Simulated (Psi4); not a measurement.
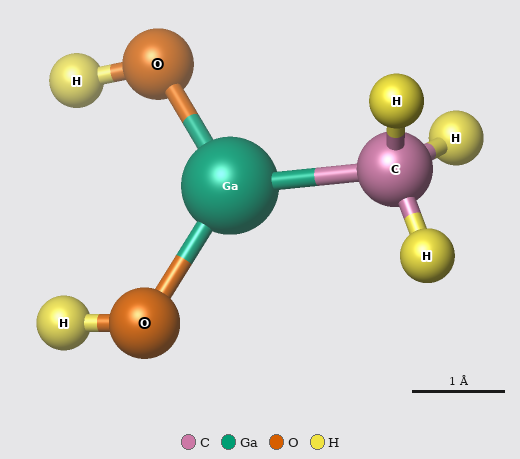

Figure 1. The structure as given in the input (ball-and-stick view, seen at a tilt). Sticks mark near contacts. Bond lengths as drawn: C–Ga 1.94 Å, C–H 1.09 Å, Ga–O 1.79 Å and H–O 0.96 Å.

# Energy and gradient calculation of CH5GaO2

The run: energy and gradient calculation of CH5GaO2, SMILES [CH3][Ga]([OH])[OH]. Method and program: PBE/def2-SVP, RKS (Psi4 1.11).

The geometry comes from this level: PBE0-D4/def2-TZVP.

Input (ch5gao2.dat)
```
memory 1.6 GB

molecule {
  C      0.139500     0.740600    -1.385600
  Ga    -0.022300    -0.180400     0.314900
  O      0.237900    -1.947500     0.443200
  O     -0.435700     0.706800     1.814800
  H      0.259800     0.024500    -2.197900
  H      1.005300     1.404900    -1.368100
  H     -0.746600     1.349900    -1.568800
  H      0.141200    -2.314500     1.323600
  H     -0.490700     0.169600     2.607000
  units angstrom
  symmetry c1
}

set basis def2-SVP
set scf_type df

gradient('pbe')
```

Run on 1 thread of Intel Xeon @ 2.90GHz (Ice Lake), 16 GiB of memory available, shared host.

Launch command:
```bash
psi4 -n 1 ch5gao2.dat ch5gao2.out
```

What the program printed
```
Psi4 1.11 release

gradient() will perform analytic gradient computation.

   => Loading Basis Set <=

    Name: DEF2-SVP
    Role: ORBITAL
    Keyword: BASIS

         ---------------------------------------------------------
                                   SCF
                              RKS Reference
                        1 Threads,   1525 MiB Core
         ---------------------------------------------------------

  ==> Geometry <==

    Molecular point group: c1
    Full point group: C1

    Geometry (in Angstrom), charge = 0, multiplicity = 1:

       Center              X                  Y                   Z               Mass
    ------------   -----------------  -----------------  -----------------  -----------------
         C            0.163717060771     0.933492127436    -1.724547203757    12.000000000000
         GA           0.001917060771     0.012492127436    -0.024047203757    68.925573500000
         O            0.262117060771    -1.754607872564     0.104252796243    15.994914619570
         O           -0.411482939229     0.899692127436     1.475852796243    15.994914619570
         H            0.284017060771     0.217392127436    -2.536847203757     1.007825032230
         H            1.029517060771     1.597792127436    -1.707047203757     1.007825032230
         H           -0.722382939229     1.542792127436    -1.907747203757     1.007825032230
         H            0.165417060771    -2.121607872564     0.984652796243     1.007825032230
         H           -0.466482939229     0.362492127436     2.268052796243     1.007825032230

  Running in c1 symmetry.

  Rotational constants: A =      0.20477  B =      0.17266  C =      0.09534 [cm^-1]
  Rotational constants: A =   6138.71280  B =   5176.36007  C =   2858.10674 [MHz]
  Nuclear repulsion =  287.743780181499119

  Charge       = 0
  Multiplicity = 1
  Electrons    = 58
  Nalpha       = 29
  Nbeta        = 29

  ==> Algorithm <==

  SCF Algorithm Type is DF.
  DIIS enabled.
  MOM disabled.
  Fractional occupation disabled.
  Guess Type is SAD.
  Energy threshold   = 1.00e-08
  Density threshold  = 1.00e-08
  Integral threshold = 1.00e-12

  ==> Primary Basis <==

  Basis Set: DEF2-SVP
    Blend: DEF2-SVP
    Number of shells: 45
    Number of basis functions: 99
    Number of Cartesian functions: 105
    Spherical Harmonics?: true
    Max angular momentum: 2

  ==> DFT Potential <==

   => LibXC <=

    Version 7.1.2

   => Composite Functional: PBE <=

    PBE GGA Exchange-Correlation Functional

    Deriv               =              1
    GGA                 =           TRUE
    Meta                =          FALSE

    Exchange Hybrid     =          FALSE
    MP2 Hybrid          =          FALSE

   => Exchange Functionals <=

    1.0000     XC_GGA_X_PBE

   => Correlation Functionals <=

    1.0000     XC_GGA_C_PBE

   => LibXC Density Thresholds  <==

    XC_GGA_C_PBE:  1.00E-12
    XC_GGA_X_PBE:  1.00E-15

   => Molecular Quadrature <=

    Radial Scheme          =       TREUTLER
    Pruning Scheme         =           NONE
    Nuclear Scheme         =       TREUTLER

    Blocking Scheme        =         OCTREE
    BS radius alpha        =              1
    Pruning alpha          =              1
    Radial Points          =             75
    Spherical Points       =            302
    Total Points           =         195102
    Total Blocks           =           1526
    Max Points             =            256
    Max Functions          =             98
    Weights Tolerance      =       1.00E-15

   => Loading Basis Set <=

    Name: (DEF2-SVP AUX)
    Role: JKFIT
    Keyword: DF_BASIS_SCF

  ==> Integral Setup <==

  DFHelper Memory: AOs need 0.047 GiB; user supplied 0.733 GiB.
  SCF_SUBTYPE=INCORE selected. In-core MEM_DF algorithm will be used.
  Using in-core AOs.

  ==> MemDFJK: Density-Fitted J/K Matrices <==

    J tasked:                   Yes
    K tasked:                    No
    wK tasked:                   No
    Memory [MiB]:               750
    Algorithm:                 Core
    Schwarz Cutoff:           1E-12
    Mask sparsity (%):       1.8570
    Fitting Condition:        1E-10

   => Auxiliary Basis Set <=

  Basis Set: (DEF2-SVP AUX)
    Blend: DEF2-UNIVERSAL-JKFIT
    Number of shells: 165
    Number of basis functions: 585
    Number of Cartesian functions: 746
    Spherical Harmonics?: true
    Max angular momentum: 5

  Cached 100.0% of DFT collocation blocks in 0.384 [GiB].

  Minimum eigenvalue in the overlap matrix is 1.3636288953E-02.
  Reciprocal condition number of the overlap matrix is 2.5647797119E-03.
    Using symmetric orthogonalization.

  ==> Pre-Iterations <==

  SCF Guess: Superposition of Atomic Densities via on-the-fly atomic UHF (no occupation information).

   -------------------------
    Irrep   Nso     Nmo
   -------------------------
     A         99      99
   -------------------------
    Total      99      99
   -------------------------

  ==> Iterations <==

                           Total Energy        Delta E     RMS |[F,P]|

   @DF-RKS iter SAD: -2112.07283512939875   -2.11207e+03   0.00000e+00
   @DF-RKS iter   1: -2113.60246204330997   -1.52963e+00   2.69683e-02 ADIIS/DIIS
   @DF-RKS iter   2: -2063.62145057788075    4.99810e+01   8.51445e-02 ADIIS/DIIS
   @DF-RKS iter   3: -2114.24830913980986   -5.06269e+01   2.55384e-02 ADIIS/DIIS
   @DF-RKS iter   4: -2115.48280508811740   -1.23450e+00   4.70944e-03 ADIIS/DIIS
   @DF-RKS iter   5: -2115.53849449914696   -5.56894e-02   3.11271e-03 ADIIS/DIIS
   @DF-RKS iter   6: -2115.57162463064969   -3.31301e-02   7.00533e-04 ADIIS/DIIS
   @DF-RKS iter   7: -2115.57403027945520   -2.40565e-03   2.02943e-04 ADIIS/DIIS
   @DF-RKS iter   8: -2115.57421337981668   -1.83100e-04   3.54646e-05 DIIS
   @DF-RKS iter   9: -2115.57421149670836    1.88311e-06   4.10697e-05 DIIS
   @DF-RKS iter  10: -2115.57421834663774   -6.84993e-06   2.11482e-06 DIIS
   @DF-RKS iter  11: -2115.57421836653339   -1.98957e-08   3.41006e-07 DIIS
   @DF-RKS iter  12: -2115.57421836701860   -4.85215e-10   6.36084e-08 DIIS
   @DF-RKS iter  13: -2115.57421836703907   -2.04636e-11   5.68157e-09 DIIS
  Energy and wave function converged.

  ==> Post-Iterations <==

   Electrons on quadrature grid:
      Ntotal   =   58.0000205458 ; deviation = 2.055e-05

    Orbital Energies [Eh]
    ---------------------

    Doubly Occupied:

       1A   -370.886305     2A    -45.304226     3A    -40.162471
       4A    -40.157868     5A    -40.157756     6A    -18.737637
       7A    -18.737363     8A     -9.891289     9A     -5.257521
      10A     -3.592158    11A     -3.582398    12A     -3.580661
      13A     -0.869967    14A     -0.864059    15A     -0.725057
      16A     -0.721808    17A     -0.720874    18A     -0.719766
      19A     -0.708029    20A     -0.612715    21A     -0.438036
      22A     -0.413191    23A     -0.357763    24A     -0.353821
      25A     -0.312862    26A     -0.275510    27A     -0.262489
      28A     -0.249609    29A     -0.238019

    Virtual:

      30A     -0.030973    31A     -0.018797    32A      0.043975
      33A      0.054319    34A      0.085494    35A      0.107847
      36A      0.112622    37A      0.133864    38A      0.157408
      39A      0.186398    40A      0.258113    41A      0.313834
      42A      0.327597    43A      0.351396    44A      0.409551
      45A      0.421378    46A      0.462142    47A      0.523135
      48A      0.541890    49A      0.571839    50A      0.602108
      51A      0.632399    52A      0.636061    53A      0.638597
      54A      0.716566    55A      0.742058    56A      0.812919
      57A      0.942605    58A      0.979220    59A      0.983357
      60A      0.990978    61A      1.046376    62A      1.153628
      63A      1.200085    64A      1.204471    65A      1.345239
      66A      1.355280    67A      1.393227    68A      1.439671
      69A      1.465258    70A      1.584277    71A      1.590037
      72A      1.687269    73A      1.705363    74A      1.757179
      75A      1.852236    76A      1.897224    77A      1.992539
      78A      2.015472    79A      2.051140    80A      2.080779
      81A      2.109534    82A      2.178234    83A      2.182912
      84A      2.299975    85A      2.366318    86A      2.371111
      87A      2.604128    88A      2.614688    89A      2.641521
      90A      2.786806    91A      2.835604    92A      2.839157
      93A      2.851129    94A      2.889859    95A      2.895287
      96A      3.015911    97A      3.078855    98A      3.620155
      99A      3.652567

    Final Occupation by Irrep:
              A
    DOCC [    29 ]
    NA   [    29 ]
    NB   [    29 ]

  @DF-RKS Final Energy: -2115.57421836703907

   => Energetics <=

    Nuclear Repulsion Energy =            287.7437801814991190
    One-Electron Energy =               -3519.2236549462022595
    Two-Electron Energy =                1214.9576388806694922
    DFT Exchange-Correlation Energy =     -99.0519824830052755
    Empirical Dispersion Energy =           0.0000000000000000
    VV10 Nonlocal Energy =                  0.0000000000000000
    Total Energy =                      -2115.5742183670390659

Computation Completed

Properties will be evaluated at   0.000000,   0.000000,   0.000000 [a0]

Properties computed using the SCF density matrix

 Multipole Moments:

 ------------------------------------------------------------------------------------
     Multipole            Electronic (a.u.)      Nuclear  (a.u.)        Total (a.u.)
 ------------------------------------------------------------------------------------

 L = 1.  Multiply by 2.5417464519 to convert [e a0] to [Debye]
 Dipole X            :         -0.2809731            0.2586837           -0.0222894
 Dipole Y            :         -1.5700285            1.4130302           -0.1569983
 Dipole Z            :          2.8600052           -2.5527135            0.3072917
 Magnitude           :                                                    0.3457939

 ------------------------------------------------------------------------------------

	total time  =          8 seconds =       0.13 minutes

         ------------------------------------------------------------
                                   SCF GRAD
         ------------------------------------------------------------

  ==> Geometry <==

    Molecular point group: c1
    Full point group: C1

    Geometry (in Angstrom), charge = 0, multiplicity = 1:

       Center              X                  Y                   Z               Mass
    ------------   -----------------  -----------------  -----------------  -----------------
         C            0.163717060771     0.933492127436    -1.724547203757    12.000000000000
         GA           0.001917060771     0.012492127436    -0.024047203757    68.925573500000
         O            0.262117060771    -1.754607872564     0.104252796243    15.994914619570
         O           -0.411482939229     0.899692127436     1.475852796243    15.994914619570
         H            0.284017060771     0.217392127436    -2.536847203757     1.007825032230
         H            1.029517060771     1.597792127436    -1.707047203757     1.007825032230
         H           -0.722382939229     1.542792127436    -1.907747203757     1.007825032230
         H            0.165417060771    -2.121607872564     0.984652796243     1.007825032230
         H           -0.466482939229     0.362492127436     2.268052796243     1.007825032230

  Nuclear repulsion =  287.743780181499119

  ==> Basis Set <==

  Basis Set: DEF2-SVP
    Blend: DEF2-SVP
    Number of shells: 45
    Number of basis functions: 99
    Number of Cartesian functions: 105
    Spherical Harmonics?: true
    Max angular momentum: 2

  ==> DFJKGrad: Density-Fitted SCF Gradients <==

    Gradient:                    1
    J tasked:                  Yes
    K tasked:                   No
    wK tasked:                  No
    Integrals threads:           1
    Memory [MiB]:             1144
    Schwarz Cutoff:          1E-12
    Fitting Condition:       1E-10

   => Auxiliary Basis Set <=

  Basis Set: (DEF2-SVP AUX)
    Blend: DEF2-UNIVERSAL-JKFIT
    Number of shells: 165
    Number of basis functions: 585
    Number of Cartesian functions: 746
    Spherical Harmonics?: true
    Max angular momentum: 5

  ==> DFT Potential <==

   => LibXC <=

    Version 7.1.2

   => Composite Functional: PBE <=

    PBE GGA Exchange-Correlation Functional

    Deriv               =              1
    GGA                 =           TRUE
    Meta                =          FALSE

    Exchange Hybrid     =          FALSE
    MP2 Hybrid          =          FALSE

   => Exchange Functionals <=

    1.0000     XC_GGA_X_PBE

   => Correlation Functionals <=

    1.0000     XC_GGA_C_PBE

   => LibXC Density Thresholds  <==

    XC_GGA_C_PBE:  1.00E-12
    XC_GGA_X_PBE:  1.00E-15

   => Molecular Quadrature <=

    Radial Scheme          =       TREUTLER
    Pruning Scheme         =           NONE
    Nuclear Scheme         =       TREUTLER

    Blocking Scheme        =         OCTREE
    BS radius alpha        =              1
    Pruning alpha          =              1
    Radial Points          =             75
    Spherical Points       =            302
    Total Points           =         195102
    Total Blocks           =           1526
    Max Points             =            256
    Max Functions          =             98
    Weights Tolerance      =       1.00E-15

  -Total Gradient:
     Atom            X                  Y                   Z
    ------   -----------------  -----------------  -----------------
       1        0.000599360163     0.003102405477    -0.005523344056
       2       -0.000314347146    -0.001797003709     0.002924570963
       3       -0.002983453515     0.003407005116     0.013927752118
       4        0.001339164154    -0.013554617137     0.004995819914
       5       -0.001179186292     0.007431009137     0.008063444090
       6       -0.008786634673    -0.006376981945    -0.000632680387
       7        0.009069742132    -0.005856408273     0.001530878785
       8        0.001534997393     0.005317023994    -0.013589463035
       9        0.000753714729     0.008402473039    -0.011926022837

	total time  =          3 seconds =       0.05 minutes

    Psi4 run time: 0:00:10.54
```

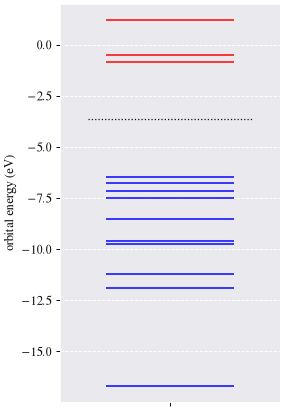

Figure 2. Orbital energies near the frontier; the dotted line parts filled from empty levels, and levels within 0.02 eV of each other stand side by side. Highest filled −6.48 eV, lowest empty −0.84 eV, 5.64 eV apart.

Results in brief

| quantity | value |
| --- | --- |
| outcome | converged |
| total energy | −2115.574218 hartree |
| basis functions | 99 |
| largest force | 0.755 eV/Å |
| HOMO | −6.48 eV |
| LUMO | −0.84 eV |
| dipole moment | 0.88 D |
| wall time | 12 s |
| peak memory | 0.66 GiB |
